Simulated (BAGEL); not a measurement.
# UHF/3-21G (density fitting with cc-pvqz-jkfit) run of [OF2]+ (SMILES F[O+]F)

Aim: the vertical doublet–quartet gap of [OF2]+ at UHF/3-21G (density fitting with cc-pvqz-jkfit), from 2 runs. 

The results are computed with BAGEL 1.2.2.

7 further runs of the same task are left out: 2 that didn't finish, 5 set aside as unsound or not needed. Runs told in other sessions of the task aren't counted.

### Step 1. The molecule

[OF2]+: 3 atoms, total charge +1, spin state doublet. As SMILES, `F[O+]F`. The shape is that of a PBE0-D4/def2-TZVP optimisation.

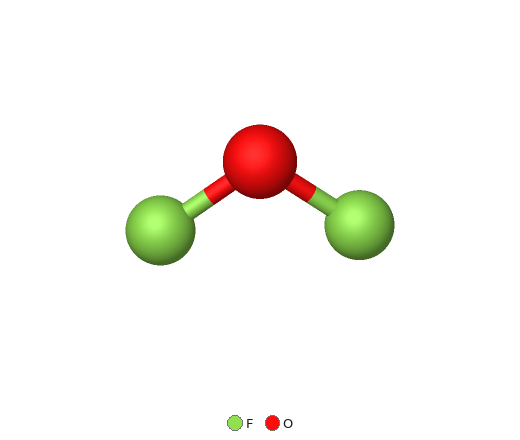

The structure, seen from a chosen angle (fluorine green, oxygen red).

### Step 2. The energy at UHF/3-21G (density fitting with cc-pvqz-jkfit)

The input, calc.json:

```json
{ "bagel" : [

{
  "title" : "molecule",
  "basis" : "3-21g",
  "df_basis" : "cc-pvqz-jkfit",
  "angstrom" : true,
  "geometry" : [
    { "atom" : "F", "xyz" : [    0.920200,   -0.309010,    0.473410 ] },
    { "atom" : "O", "xyz" : [    0.000640,    0.505210,    0.055670 ] },
    { "atom" : "F", "xyz" : [   -0.920840,   -0.196190,   -0.529090 ] }
  ]
},
{
  "title" : "uhf",
  "charge" : 1,
  "nopen" : 1
},
{
  "title" : "print",
  "file" : "orbitals.molden",
  "orbitals" : true
}

]}
```

Run with:

```bash
$ BAGEL_NUM_THREADS=1 BAGEL calc.json > calc.out
```

Log:

```text
* using 1 threads per process

  ===============================================================
  ===============================================================

  *** Geometry ***

  { "atom" : "F", "xyz" : [      1.738926,     -0.583944,      0.894615 ] },
  { "atom" : "O", "xyz" : [      0.001209,      0.954709,      0.105201 ] },
  { "atom" : "F", "xyz" : [     -1.740135,     -0.370745,     -0.999835 ] },

  Number of auxiliary basis functions:      318

  Since a DF basis is specified, we compute 2- and 3-index integrals:
    o Being stored without compression. Storage requirement is 0.002 GB

  Number of basis functions:       27
  Number of electrons      :       26

    * METHOD: MOLECULE                             0.09

  *** Open-shell HF ***

  === Nuclear Repulsion ===
    79.1552907754

      * DIIS with orbital gradients will be used.

  === UHF iteration (3-21g) ===
      0       -271.28251956          0.11601840           0.03
      1       -271.35255811          0.11012768           0.03
      2       -271.38948742          0.09845978           0.03
      3       -271.49669932          0.00739170           0.03
      4       -271.50034939          0.00517892           0.03
      5       -271.50369757          0.00196811           0.04
      6       -271.50472325          0.00037339           0.04
      7       -271.50493226          0.00016297           0.03
      8       -271.50514211          0.00012924           0.03
      9       -271.50516792          0.00006536           0.03
     10       -271.50534140          0.00005485           0.03
     11       -271.50551704          0.00003312           0.03
     12       -271.50555050          0.00002489           0.03
     13       -271.50555226          0.00001229           0.03
     14       -271.50555424          0.00000767           0.04
     15       -271.50555484          0.00000372           0.03
     16       -271.50555508          0.00000267           0.04
     17       -271.50555516          0.00000217           0.03
     18       -271.50555523          0.00000064           0.04
     19       -271.50555525          0.00000034           0.03
     20       -271.50555525          0.00000019           0.03
     21       -271.50555525          0.00000014           0.02
     22       -271.50555525          0.00000009           0.03
     23       -271.50555525          0.00000005           0.02
     24       -271.50555525          0.00000004           0.03
     25       -271.50555525          0.00000002           0.03
     26       -271.50555525          0.00000001           0.02
    * SCF iteration converged.

    * S^2 (UHF) is 0.8081

    * Permanent dipole moment:
           (   -0.000317,    -0.249799,    -0.027528) a.u.

    * METHOD: UHF                                  0.87

    * METHOD: PRINT                                0.00

  ===============================================================
```

Wall time 1.6 s (1 thread of AMD EPYC 7R43 (Zen 3), shared host); peak memory 0.14 GiB.

### Step 3. The quartet

The input, calc.json:

```json
{ "bagel": [

{
  "title": "molecule",
  "basis": "3-21g",
  "df_basis": "cc-pvqz-jkfit",
  "angstrom": true,
  "geometry": [
    { "atom": "F", "xyz": [       0.920200,      -0.309010,       0.473410 ] },
    { "atom": "O", "xyz": [       0.000640,       0.505210,       0.055670 ] },
    { "atom": "F", "xyz": [      -0.920840,      -0.196190,      -0.529090 ] }
  ]
},

{
  "title": "uhf",
  "charge": 1,
  "nopen": 3
},

{
  "title": "print",
  "file": "orbitals.molden",
  "orbitals": true
}

]}
```

Run with:

```bash
$ BAGEL_NUM_THREADS=1 BAGEL calc.json > calc.out
```

Log:

```text
* using 1 threads per process

  ===============================================================
  ===============================================================

  *** Geometry ***

  { "atom" : "F", "xyz" : [      1.738926,     -0.583944,      0.894615 ] },
  { "atom" : "O", "xyz" : [      0.001209,      0.954709,      0.105201 ] },
  { "atom" : "F", "xyz" : [     -1.740135,     -0.370745,     -0.999835 ] },

  Number of auxiliary basis functions:      318

  Since a DF basis is specified, we compute 2- and 3-index integrals:
    o Being stored without compression. Storage requirement is 0.002 GB

  Number of basis functions:       27
  Number of electrons      :       26

    * METHOD: MOLECULE                             0.06

  *** Open-shell HF ***

  === Nuclear Repulsion ===
    79.1552907754

      * DIIS with orbital gradients will be used.

  === UHF iteration (3-21g) ===
      0       -271.10753284          0.07441162           0.03
      1       -271.19076602          0.06413147           0.02
      2       -271.22545680          0.05098648           0.03
      3       -271.26301834          0.00505892           0.02
      4       -271.26738435          0.00281268           0.02
      5       -271.26927413          0.00074911           0.02
      6       -271.26944822          0.00017948           0.01
      7       -271.26945157          0.00007040           0.02
      8       -271.26945215          0.00003716           0.02
      9       -271.26945233          0.00001440           0.02
     10       -271.26945235          0.00000923           0.02
     11       -271.26945237          0.00000982           0.02
     12       -271.26945235          0.00000806           0.02
     13       -271.26945233          0.00000533           0.02
     14       -271.26945232          0.00000372           0.02
     15       -271.26945232          0.00000231           0.02
     16       -271.26945232          0.00000135           0.01
     17       -271.26945232          0.00000077           0.01
     18       -271.26945233          0.00000055           0.01
     19       -271.26945233          0.00000049           0.01
     20       -271.26945233          0.00000050           0.01
     21       -271.26945233          0.00000046           0.01
     22       -271.26945233          0.00000036           0.01
     23       -271.26945233          0.00000022           0.01
     24       -271.26945233          0.00000017           0.01
     25       -271.26945233          0.00000012           0.01
     26       -271.26945233          0.00000010           0.01
     27       -271.26945233          0.00000008           0.01
     28       -271.26945233          0.00000007           0.01
     29       -271.26945233          0.00000007           0.01
     30       -271.26945233          0.00000006           0.01
     31       -271.26945233          0.00000006           0.01
     32       -271.26945233          0.00000005           0.01
     33       -271.26945233          0.00000004           0.01
     34       -271.26945233          0.00000003           0.02
     35       -271.26945233          0.00000003           0.03
     36       -271.26945233          0.00000003           0.03
     37       -271.26945233          0.00000003           0.03
     38       -271.26945233          0.00000002           0.02
     39       -271.26945233          0.00000002           0.02
     40       -271.26945233          0.00000002           0.03
     41       -271.26945233          0.00000002           0.03
     42       -271.26945233          0.00000001           0.03
     43       -271.26945233          0.00000001           0.03
     44       -271.26945233          0.00000001           0.03
     45       -271.26945233          0.00000001           0.02
    * SCF iteration converged.

    * S^2 (UHF) is 3.8841

    * Permanent dipole moment:
           (   -0.000468,    -0.426063,    -0.046912) a.u.

    * METHOD: UHF                                  0.86

    * METHOD: PRINT                                0.00

  ===============================================================
```

It took 1.5 s on 1 thread of AMD EPYC 7R43 (Zen 3), shared host; peak memory 0.14 GiB.

### Step 4. Summary of results

At UHF/3-21G (density fitting with cc-pvqz-jkfit):

```
                                        quantity          value
                           doublet: total energy  -271.50556 Eh
                                   doublet: ⟨S²⟩          0.808
                           quartet: total energy  -271.26945 Eh
                                   quartet: ⟨S²⟩          3.884
vertical energy of the quartet above the doublet       6.425 eV
```

In words: At this shape the quartet lies 6.42 eV (620 kJ/mol) above the doublet. ⟨S²⟩ (quartet) is 3.88 where a pure quartet has 3.75: the reference is spin-contaminated.
